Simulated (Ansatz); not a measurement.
# C2H7InSe: a ladder of functionals and wavefunction methods, part 1 of 2

Aim: compute C2H7InSe with functionals from several rungs and with coupled cluster. The yardstick is the atomisation energy at the CCSD(T) limit.

Program: Ansatz 0.2.0, Gaussian basis. Level of theory: functionals in def2-TZVPP, the program's frozen cores in correlated methods. These are calculated values, not measurements.

The runs, in order: LDA (SPW92), PBE-D4, revPBE-D4, BLYP-D4, r2SCAN-D4, B97M-V, PBE0-D4, B3LYP-D4, r2SCANh-D4, r2SCAN0-D4, HSE06-D4, BHLYP-D4, CAM-B3LYP-D4, LC-ωPBE, ωB97X-V, ωB97M-V, B2PLYP, PBE-QIDH; CCSD(T)/def2-SVP; CCSD(T)/def2-TZVPP; MP2/def2-QZVPP; extrapolation to the limit; RPA on PBE.

## (1) The geometry

All runs share one geometry, relaxed beforehand with PBE0-D4 in a triple-zeta def2 set. In takes the def2 core potential; no spin-orbit term is included.

SMILES `[CH3][In]([CH3])[SeH]`, 11 atoms, charge 0, spin multiplicity 1.

Atoms are counted from 1 here; the program's logs count them from 0.

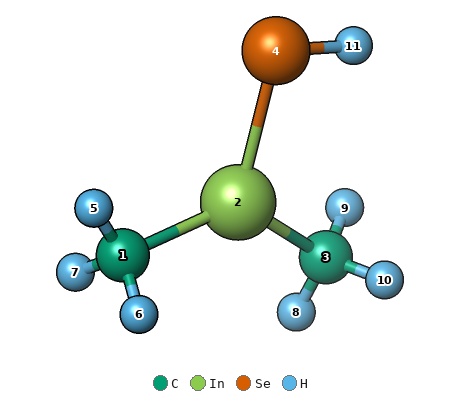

The geometry (carbon teal, indium green, selenium orange, hydrogen blue); atoms are numbered from 1 in the order of the file.

## (2) LDA

This LDA is Slater exchange with PW92 correlation.

in.yaml reads:

```yaml
crystal:
  periodic: [false, false, false]
  atoms:
    - {symbol: C, position_ang: [0.999973, 1.759064, -0.793460]}
    - {symbol: In, position_ang: [0.161422, -0.130735, -0.212668]}
    - {symbol: C, position_ang: [-1.281098, -0.616609, 1.303128]}
    - {symbol: Se, position_ang: [1.048116, -2.095272, -1.537446]}
    - {symbol: H, position_ang: [1.696013, 1.629654, -1.621413]}
    - {symbol: H, position_ang: [1.528201, 2.206329, 0.050604]}
    - {symbol: H, position_ang: [0.205021, 2.442396, -1.097433]}
    - {symbol: H, position_ang: [-1.840855, 0.265054, 1.615903]}
    - {symbol: H, position_ang: [-1.972634, -1.370572, 0.925590]}
    - {symbol: H, position_ang: [-0.762461, -1.029994, 2.170539]}
    - {symbol: H, position_ang: [0.218302, -3.059324, -0.803335]}
basis:
  gaussian: {orbitals: def2-TZVPP}
hamiltonian: {xc: lda}
output: {orbitals: {seedname: orbitals}}
```

Run with:

```bash
> ansatz run in.yaml --threads 4 --pin off --events-out ev --progress --plain --max-ram 10444MiB
```

Output:

```text
Functional definition: SPW92
  name "SPW92"
  cite "Dirac, Proc. Camb. Phil. Soc. 26, 376 (1930) doi:10.1017/S0305004100016108"
  cite "Slater, Phys. Rev. 81, 385 (1951) doi:10.1103/PhysRev.81.385"
  cite "Perdew & Wang, Phys. Rev. B 45, 13244 (1992) doi:10.1103/PhysRevB.45.13244"
  exchange = slater_x
  correlation = pw_c
1548 factors; their error is unknown
mean field evaluation 1: about -72568.7744 eV, gradient 9.8e1 eV
mean field evaluation 2: about -72527.2784 eV, gradient 1.4e2 eV
mean field evaluation 4: about -72589.7143 eV, gradient 2.0e1 eV
mean field evaluation 8: about -72590.7467 eV, gradient 2.9e-1 eV
mean field evaluation 16: about -72590.7060 eV, gradient 7.0e-4 eV
mean field -72590.70598564 eV, -2667.6592412245 hartree, gradient 1.9e-5 eV, S^2 0.000000; 0 other end points of the search recorded, 0 dependent functions left out
reference -72590.70603459 eV, -2667.6592430236 hartree; 37, 37 occupied and 221, 221 virtual orbitals, 1548 factors
Total energy: -72590.70603459 eV, -2667.6592430236 hartree
```

Run time: 1.4 s. Hardware: 4 threads of Arm Neoverse V2, shared host.

Atomisation energy: 968.5 kcal/mol (free atoms -72548.706 eV, run apart). HOMO -5.81 eV, LUMO -1.97 eV.

## (3) PBE-D4 (GGA)

in.yaml: that of step 2 with these lines changed.

```diff
@@ -16,3 +16,3 @@
   gaussian: {orbitals: def2-TZVPP}
-hamiltonian: {xc: lda}
-output: {orbitals: {seedname: orbitals}}
+hamiltonian: {xc: pbe, dispersion: d4}
+output: {forces: true, orbitals: {seedname: orbitals}}
```

Launched as before.

Output, shortened:

```text
Functional definition: PBE
  name "PBE"
  cite "Perdew, Burke & Ernzerhof, Phys. Rev. Lett. 77, 3865 (1996) doi:10.1103/PhysRevLett.77.3865"
  parent pbe
[...]
1548 factors; their error is unknown
[...]
mean field -72700.67819830 eV, -2671.7006454980 hartree, gradient 1.9e-5 eV, S^2 0.000000; 0 other end points of the search recorded, 0 dependent functions left out
[...]
reference -72700.67825264 eV, -2671.7006474950 hartree; 37, 37 occupied and 221, 221 virtual orbitals, 1548 factors
Total energy: -72700.89186683 eV, -2671.7084976716 hartree
Atom 0 at     0.999973     1.759064    -0.793460 Å, force     0.030855     0.033710    -0.029610 eV/Å
Atom 1 at     0.161422    -0.130735    -0.212668 Å, force    -0.025905     0.026984     0.031422 eV/Å
Atom 2 at    -1.281098    -0.616609     1.303128 Å, force    -0.041472    -0.016318     0.035029 eV/Å
Atom 3 at     1.048116    -2.095272    -1.537446 Å, force     0.236571     0.002242    -0.257815 eV/Å
Atom 4 at     1.696013     1.629654    -1.621413 Å, force     0.130356    -0.031884    -0.156019 eV/Å
Atom 5 at     1.528201     2.206329     0.050604 Å, force     0.094513     0.072426     0.166607 eV/Å
Atom 6 at     0.205021     2.442396    -1.097433 Å, force    -0.159220     0.117524    -0.053087 eV/Å
Atom 7 at    -1.840855     0.265054     1.615903 Å, force    -0.097115     0.174176     0.051935 eV/Å
Atom 8 at    -1.972634    -1.370572     0.925590 Å, force    -0.122234    -0.139778    -0.079882 eV/Å
Atom 9 at    -0.762461    -1.029994     2.170539 Å, force     0.105977    -0.074804     0.154285 eV/Å
Atom 10 at     0.218302    -3.059324    -0.803335 Å, force    -0.152328    -0.164279     0.137134 eV/Å
Dipole moment:    -0.211814     0.311337     0.292681 e Å
```

Wall time 2.9 s (4 threads of Arm Neoverse V2, shared host).

With the free atoms at this level, -72663.421 eV in sum, the atomisation energy is 864.1 kcal/mol. HOMO -5.65 eV, LUMO -1.70 eV.

## (4) revPBE-D4 (GGA)

in.yaml: that of step 3 with these lines changed.

```diff
@@ -16,3 +16,3 @@
   gaussian: {orbitals: def2-TZVPP}
-hamiltonian: {xc: pbe, dispersion: d4}
-output: {forces: true, orbitals: {seedname: orbitals}}
+hamiltonian: {xc: {name: revPBE}, dispersion: d4}
+output: {orbitals: {seedname: orbitals}}
```

The command is unchanged.

Output:

```text
Functional definition: revPBE
  name "revPBE"
  cite "Zhang & Yang, Phys. Rev. Lett. 80, 890 (1998) doi:10.1103/PhysRevLett.80.890"
  cite "Perdew, Burke & Ernzerhof, Phys. Rev. Lett. 77, 3865 (1996) doi:10.1103/PhysRevLett.77.3865"
  parameter kappa = 1.245
  parameter beta = 0.06672455060314922
  exchange = pbe_x(kappa = kappa, mu = beta*pi^2/3)
  correlation = pbe_c(beta = beta)
1548 factors; their error is unknown
mean field evaluation 1: about -72689.4956 eV, gradient 9.1e1 eV
mean field evaluation 2: about -72654.9920 eV, gradient 1.3e2 eV
mean field evaluation 4: about -72708.3723 eV, gradient 1.6e1 eV
mean field evaluation 8: about -72709.0604 eV, gradient 2.1e-1 eV
mean field evaluation 16: about -72709.0178 eV, gradient 6.8e-4 eV
mean field -72709.01784508 eV, -2672.0071218644 hartree, gradient 2.9e-5 eV, S^2 0.000000; 0 other end points of the search recorded, 0 dependent functions left out
reference -72709.01791411 eV, -2672.0071244013 hartree; 37, 37 occupied and 221, 221 virtual orbitals, 1548 factors
Total energy: -72709.56330335 eV, -2672.0271670862 hartree
```

Wall time 2.4 s (4 threads of Arm Neoverse V2, shared host).

Atomisation energy: 843.9 kcal/mol (free atoms -72672.968 eV, run apart). HOMO -5.59 eV, LUMO -1.58 eV.

## (5) BLYP-D4 (GGA)

in.yaml: that of step 4 with these lines changed.

```diff
@@ -16,3 +16,3 @@
   gaussian: {orbitals: def2-TZVPP}
-hamiltonian: {xc: {name: revPBE}, dispersion: d4}
+hamiltonian: {xc: {name: BLYP}, dispersion: d4}
 output: {orbitals: {seedname: orbitals}}
```

The command is unchanged.

Output:

```text
Functional definition: BLYP
  name "BLYP"
  cite "Becke, Phys. Rev. A 38, 3098 (1988) doi:10.1103/PhysRevA.38.3098"
  cite "Lee, Yang & Parr, Phys. Rev. B 37, 785 (1988) doi:10.1103/PhysRevB.37.785"
  parameter beta = 0.0042
  parameter a = 0.04918
  parameter b = 0.132
  parameter c = 0.2533
  parameter d = 0.349
  exchange = b88_x(beta = beta)
  correlation = lyp_c(a = a, b = b, c = c, d = d)
1548 factors; their error is unknown
mean field evaluation 1: about -72689.4944 eV, gradient 9.9e1 eV
mean field evaluation 2: about -72643.9572 eV, gradient 1.4e2 eV
mean field evaluation 4: about -72710.7764 eV, gradient 2.1e1 eV
mean field evaluation 8: about -72712.0477 eV, gradient 3.0e-1 eV
mean field evaluation 16: about -72712.0048 eV, gradient 6.1e-4 eV
mean field -72712.00475137 eV, -2672.1168886458 hartree, gradient 8.0e-5 eV, S^2 0.000000; 0 other end points of the search recorded, 0 dependent functions left out
reference -72712.00517345 eV, -2672.1169041572 hartree; 37, 37 occupied and 221, 221 virtual orbitals, 1548 factors
Total energy: -72712.45179388 eV, -2672.1333171551 hartree
```

Wall time 2.6 s (4 threads of Arm Neoverse V2, shared host).

Atomisation energy: 845.7 kcal/mol (free atoms -72675.779 eV, run apart). HOMO -5.49 eV, LUMO -1.66 eV.

## (6) r2SCAN-D4 (meta-GGA)

in.yaml: that of step 5 with these lines changed.

```diff
@@ -16,3 +16,3 @@
   gaussian: {orbitals: def2-TZVPP}
-hamiltonian: {xc: {name: BLYP}, dispersion: d4}
-output: {orbitals: {seedname: orbitals}}
+hamiltonian: {xc: r2scan, dispersion: d4}
+output: {forces: true, orbitals: {seedname: orbitals}}
```

Same command.

Output, shortened:

```text
Functional definition: r2SCAN
  name "r2SCAN"
  cite "Furness, Kaplan, Ning, Perdew & Sun, J. Phys. Chem. Lett. 11, 8208 (2020) doi:10.1021/acs.jpclett.0c02405"
  cite "Furness, Kaplan, Ning, Perdew & Sun, J. Phys. Chem. Lett. 11, 9248 (2020) doi:10.1021/acs.jpclett.0c03077"
  parent r2scan
[...]
1548 factors; their error is unknown
[...]
mean field -72713.96383219 eV, -2672.1888835379 hartree, gradient 8.8e-6 eV, S^2 0.000000; 0 other end points of the search recorded, 0 dependent functions left out
[...]
reference -72713.96384753 eV, -2672.1888841017 hartree; 37, 37 occupied and 221, 221 virtual orbitals, 1548 factors
Total energy: -72714.01704975 eV, -2672.1908392474 hartree
Atom 0 at     0.999973     1.759064    -0.793460 Å, force     0.039921     0.061018    -0.034700 eV/Å
Atom 1 at     0.161422    -0.130735    -0.212668 Å, force    -0.009343     0.010729     0.012691 eV/Å
Atom 2 at    -1.281098    -0.616609     1.303128 Å, force    -0.059239    -0.027022     0.053825 eV/Å
Atom 3 at     1.048116    -2.095272    -1.537446 Å, force     0.015973    -0.048621    -0.025331 eV/Å
Atom 4 at     1.696013     1.629654    -1.621413 Å, force    -0.013821     0.004372     0.017559 eV/Å
Atom 5 at     1.528201     2.206329     0.050604 Å, force    -0.013067    -0.010104    -0.015358 eV/Å
Atom 6 at     0.205021     2.442396    -1.097433 Å, force     0.014392    -0.014992     0.008873 eV/Å
Atom 7 at    -1.840855     0.265054     1.615903 Å, force     0.014497    -0.018555    -0.005041 eV/Å
Atom 8 at    -1.972634    -1.370572     0.925590 Å, force     0.015406     0.016578     0.009484 eV/Å
Atom 9 at    -0.762461    -1.029994     2.170539 Å, force    -0.010403     0.008379    -0.019689 eV/Å
Atom 10 at     0.218302    -3.059324    -0.803335 Å, force     0.005686     0.018216    -0.002313 eV/Å
Dipole moment:    -0.227523     0.326358     0.312209 e Å
```

Run time: 5.5 s. Hardware: 4 threads of Arm Neoverse V2, shared host.

With the free atoms at this level, -72676.771 eV in sum, the atomisation energy is 858.9 kcal/mol. HOMO -5.91 eV, LUMO -1.46 eV.

## (7) B97M-V (meta-GGA)

in.yaml: that of step 6 with these lines changed.

```diff
@@ -16,3 +16,3 @@
   gaussian: {orbitals: def2-TZVPP}
-hamiltonian: {xc: r2scan, dispersion: d4}
-output: {forces: true, orbitals: {seedname: orbitals}}
+hamiltonian: {xc: {name: B97M-V}}
+output: {orbitals: {seedname: orbitals}}
```

The command is unchanged.

Output, shortened:

```text
Functional definition: B97M-V
  name "B97M-V"
  cite "Mardirossian & Head-Gordon, J. Chem. Phys. 142, 074111 (2015) doi:10.1063/1.4907719"
  cite "Becke, J. Chem. Phys. 107, 8554 (1997) doi:10.1063/1.475007"
  cite "Vydrov & Van Voorhis, J. Chem. Phys. 133, 244103 (2010) doi:10.1063/1.3521275"
  # Of w^i u^j: cxij and so on, Table III.
[...]
  gx(w, u) = cx00 + cx01*u + cx02*u^2 + (cx10 + cx11*u)*w
  gss(w, u) = css00 + css02*u^2 + css10*w + (css32*w^3 + css42*w^4)*u^2
  gos(w, u) = cos00 + cos01*u + cos03*u^3 + cos10*w + cos32*w^3*u^2
[...]
      + integral(e_c_pw_mod_opposite_spin*gos(b97_w_opposite, b97_u_opposite)) + vv10(b, c)
1548 factors; their error is unknown
[...]
mean field -72701.84538750 eV, -2671.7435389100 hartree, gradient 4.9e-5 eV, S^2 0.000000; 0 other end points of the search recorded, 0 dependent functions left out
reference -72701.84546520 eV, -2671.7435417655 hartree; 37, 37 occupied and 221, 221 virtual orbitals, 1548 factors
Total energy: -72701.84546520 eV, -2671.7435417655 hartree
```

It took 12 s on 4 threads of Arm Neoverse V2, shared host.

With the free atoms at this level, -72664.733 eV in sum, the atomisation energy is 855.8 kcal/mol. HOMO -5.95 eV, LUMO -1.69 eV.

## (8) PBE0-D4 (hybrid)

in.yaml: that of step 7 with these lines changed.

```diff
@@ -16,3 +16,3 @@
   gaussian: {orbitals: def2-TZVPP}
-hamiltonian: {xc: {name: B97M-V}}
+hamiltonian: {xc: pbe0, dispersion: d4}
 output: {orbitals: {seedname: orbitals}}
```

Its log isn't repeated here (it stands with the study of this molecule's fields); it ends on a total energy of -72703.429388 eV.

With the free atoms at this level, -72666.293 eV in sum, the atomisation energy is 856.4 kcal/mol. HOMO -6.73 eV, LUMO -1.01 eV.

## (9) B3LYP-D4 (hybrid)

B3LYP here takes the VWN-RPA correlation.

in.yaml: that of step 8 with these lines changed.

```diff
@@ -16,3 +16,3 @@
   gaussian: {orbitals: def2-TZVPP}
-hamiltonian: {xc: pbe0, dispersion: d4}
-output: {orbitals: {seedname: orbitals}}
+hamiltonian: {xc: {name: B3LYP}, dispersion: d4}
+output: {forces: true, orbitals: {seedname: orbitals}}
```

Same command.

Output, shortened:

```text
Functional definition: B3LYP
  name "B3LYP"
  cite "Stephens, Devlin, Chabalowski & Frisch, J. Phys. Chem. 98, 11623 (1994) doi:10.1021/j100096a001"
  cite "Becke, Phys. Rev. A 38, 3098 (1988) doi:10.1103/PhysRevA.38.3098"
  cite "Lee, Yang & Parr, Phys. Rev. B 37, 785 (1988) doi:10.1103/PhysRevB.37.785"
  cite "Vosko, Wilk & Nusair, Can. J. Phys. 58, 1200 (1980) doi:10.1139/p80-159"
[...]
1647 factors; their error is unknown
[...]
mean field -72716.77589527 eV, -2672.2922249502 hartree, gradient 9.6e-6 eV, S^2 0.000000; 0 other end points of the search recorded, 0 dependent functions left out
[...]
reference -72716.77620688 eV, -2672.2922364015 hartree; 37, 37 occupied and 221, 221 virtual orbitals, 1647 factors
Total energy: -72717.12176661 eV, -2672.3049354875 hartree
Atom 0 at     0.999973     1.759064    -0.793460 Å, force     0.125165     0.268462    -0.090081 eV/Å
Atom 1 at     0.161422    -0.130735    -0.212668 Å, force    -0.013861     0.030264     0.017216 eV/Å
Atom 2 at    -1.281098    -0.616609     1.303128 Å, force    -0.207564    -0.078782     0.215996 eV/Å
Atom 3 at     1.048116    -2.095272    -1.537446 Å, force     0.106420    -0.145147    -0.141598 eV/Å
Atom 4 at     1.696013     1.629654    -1.621413 Å, force    -0.039066     0.013167     0.048147 eV/Å
Atom 5 at     1.528201     2.206329     0.050604 Å, force    -0.026927    -0.021957    -0.046903 eV/Å
Atom 6 at     0.205021     2.442396    -1.097433 Å, force     0.044460    -0.034835     0.015163 eV/Å
Atom 7 at    -1.840855     0.265054     1.615903 Å, force     0.029639    -0.051645    -0.013596 eV/Å
Atom 8 at    -1.972634    -1.370572     0.925590 Å, force     0.038243     0.047113     0.024732 eV/Å
Atom 9 at    -0.762461    -1.029994     2.170539 Å, force    -0.031850     0.024355    -0.047039 eV/Å
Atom 10 at     0.218302    -3.059324    -0.803335 Å, force    -0.024661    -0.050996     0.017964 eV/Å
Dipole moment:    -0.218963     0.325980     0.302110 e Å
```

It took 6.5 s on 4 threads of Arm Neoverse V2, shared host; peak memory 0.83 GiB.

Atomisation energy: 852.5 kcal/mol (free atoms -72680.152 eV, run apart). HOMO -6.50 eV, LUMO -1.27 eV.

## (10) r2SCANh-D4 (hybrid)

in.yaml: that of step 9 with these lines changed.

```diff
@@ -16,3 +16,3 @@
   gaussian: {orbitals: def2-TZVPP}
-hamiltonian: {xc: {name: B3LYP}, dispersion: d4}
-output: {forces: true, orbitals: {seedname: orbitals}}
+hamiltonian: {xc: {name: r2SCANh}, dispersion: d4}
+output: {orbitals: {seedname: orbitals}}
```

Same command.

Output, shortened:

```text
Functional definition: r2SCANh
  name "r2SCANh"
  cite "Bursch, Neugebauer, Ehlert & Grimme, J. Chem. Phys. 156, 134105 (2022) doi:10.1063/5.0086040"
  cite "Furness, Kaplan, Ning, Perdew & Sun, J. Phys. Chem. Lett. 11, 8208 (2020) doi:10.1021/acs.jpclett.0c02405"
  cite "Furness, Kaplan, Ning, Perdew & Sun, J. Phys. Chem. Lett. 11, 9248 (2020) doi:10.1021/acs.jpclett.0c03077"
  parent r2scan
[...]
1551 factors; their error is unknown
[...]
mean field -72713.43454300 eV, -2672.1694325191 hartree, gradient 7.8e-5 eV, S^2 0.000000; 0 other end points of the search recorded, 0 dependent functions left out
reference -72713.43455697 eV, -2672.1694330323 hartree; 37, 37 occupied and 221, 221 virtual orbitals, 1551 factors
Total energy: -72713.49270786 eV, -2672.1715700381 hartree
```

Run time: 6.5 s. Hardware: 4 threads of Arm Neoverse V2, shared host; peak memory 0.79 GiB.

With the free atoms at this level, -72676.392 eV in sum, the atomisation energy is 855.6 kcal/mol. HOMO -6.31 eV, LUMO -1.22 eV.

## (11) r2SCAN0-D4 (hybrid)

in.yaml: that of step 10 with these lines changed.

```diff
@@ -16,3 +16,3 @@
   gaussian: {orbitals: def2-TZVPP}
-hamiltonian: {xc: {name: r2SCANh}, dispersion: d4}
+hamiltonian: {xc: {name: r2SCAN0}, dispersion: d4}
 output: {orbitals: {seedname: orbitals}}
```

Launched as before.

Output, shortened:

```text
Functional definition: r2SCAN0
  name "r2SCAN0"
  cite "Bursch, Neugebauer, Ehlert & Grimme, J. Chem. Phys. 156, 134105 (2022) doi:10.1063/5.0086040"
  cite "Furness, Kaplan, Ning, Perdew & Sun, J. Phys. Chem. Lett. 11, 8208 (2020) doi:10.1021/acs.jpclett.0c02405"
  cite "Furness, Kaplan, Ning, Perdew & Sun, J. Phys. Chem. Lett. 11, 9248 (2020) doi:10.1021/acs.jpclett.0c03077"
  parent r2scan
[...]
1666 factors; their error is unknown
[...]
mean field -72712.68134210 eV, -2672.1417528965 hartree, gradient 4.9e-5 eV, S^2 0.000000; 0 other end points of the search recorded, 0 dependent functions left out
reference -72712.68135406 eV, -2672.1417533362 hartree; 37, 37 occupied and 221, 221 virtual orbitals, 1666 factors
Total energy: -72712.74606800 eV, -2672.1441315296 hartree
```

It took 6.5 s on 4 threads of Arm Neoverse V2, shared host; peak memory 0.82 GiB.

Atomisation energy: 851.0 kcal/mol (free atoms -72675.845 eV, run apart). HOMO -6.91 eV, LUMO -0.87 eV.

## (12) HSE06-D4 (hybrid)

HSE06 is the plane-wave form, built on full-range PBE exchange.

in.yaml: that of step 11 with these lines changed.

```diff
@@ -16,3 +16,3 @@
   gaussian: {orbitals: def2-TZVPP}
-hamiltonian: {xc: {name: r2SCAN0}, dispersion: d4}
+hamiltonian: {xc: hse06, dispersion: d4}
 output: {orbitals: {seedname: orbitals}}
```

The command is unchanged.

Output, shortened:

```text
Functional definition: HSE06
  name "HSE06"
  cite "Heyd, Scuseria & Ernzerhof, J. Chem. Phys. 118, 8207 (2003) doi:10.1063/1.1564060"
  cite "Krukau, Vydrov, Izmaylov & Scuseria, J. Chem. Phys. 125, 224106 (2006) doi:10.1063/1.2404663"
  cite "Heyd & Scuseria, J. Chem. Phys. 120, 7274 (2004) doi:10.1063/1.1668634"
  cite "Ernzerhof & Perdew, J. Chem. Phys. 109, 3313 (1998) doi:10.1063/1.476928"
  cite "Perdew, Burke & Ernzerhof, Phys. Rev. Lett. 77, 3865 (1996) doi:10.1103/PhysRevLett.77.3865"
  parent pbe
[...]
  # The whole range is PBE's own exchange, as in plane waves. The composition of these papers is wPBEh.
[...]
1666 factors; their error is unknown
128 factors; integrals over basis functions are off by at most 6.3e-7 eV
[...]
mean field -72703.14381473 eV, -2671.7912552306 hartree, gradient 8.2e-5 eV, S^2 0.000000; 0 other end points of the search recorded, 0 dependent functions left out
reference -72703.14386638 eV, -2671.7912571284 hartree; 37, 37 occupied and 221, 221 virtual orbitals, 1666 factors
Total energy: -72703.31962703 eV, -2671.7977162132 hartree
```

Run time: 4.2 s. Hardware: 4 threads of Arm Neoverse V2, shared host; peak memory 0.84 GiB.

With the free atoms at this level, -72666.168 eV in sum, the atomisation energy is 856.7 kcal/mol. HOMO -6.34 eV, LUMO -1.36 eV.

## (13) BHLYP-D4 (hybrid)

in.yaml: that of step 12 with these lines changed.

```diff
@@ -16,3 +16,3 @@
   gaussian: {orbitals: def2-TZVPP}
-hamiltonian: {xc: hse06, dispersion: d4}
+hamiltonian: {xc: {name: BHLYP}, dispersion: d4}
 output: {orbitals: {seedname: orbitals}}
```

Launched as before.

Output:

```text
Functional definition: BHLYP
  name "BHLYP"
  cite "Becke, J. Chem. Phys. 98, 1372 (1993) doi:10.1063/1.464304"
  cite "Becke, Phys. Rev. A 38, 3098 (1988) doi:10.1103/PhysRevA.38.3098"
  cite "Lee, Yang & Parr, Phys. Rev. B 37, 785 (1988) doi:10.1103/PhysRevB.37.785"
  parameter a = 0.5
  exchange = (1 - a)*b88_x + a*exact_x
  correlation = lyp_c
1845 factors; their error is unknown
mean field evaluation 1: about -72700.3996 eV, gradient 6.0e1 eV
mean field evaluation 2: about -72701.4029 eV, gradient 5.4e1 eV
mean field evaluation 4: about -72708.7523 eV, gradient 1.7e0 eV
mean field evaluation 8: about -72709.7060 eV, gradient 1.5e-1 eV
mean field evaluation 16: about -72709.7061 eV, gradient 1.9e-5 eV
mean field -72709.70607928 eV, -2672.0324140048 hartree, gradient 1.9e-5 eV, S^2 0.000000; 0 other end points of the search recorded, 0 dependent functions left out
reference -72709.70628724 eV, -2672.0324216472 hartree; 37, 37 occupied and 221, 221 virtual orbitals, 1845 factors
Total energy: -72710.01945482 eV, -2672.0439303433 hartree
```

It took 3.9 s on 4 threads of Arm Neoverse V2, shared host; peak memory 0.84 GiB.

With the free atoms at this level, -72673.737 eV in sum, the atomisation energy is 836.7 kcal/mol. HOMO -7.67 eV, LUMO -0.37 eV.

(Continued in part 2 of 2.)
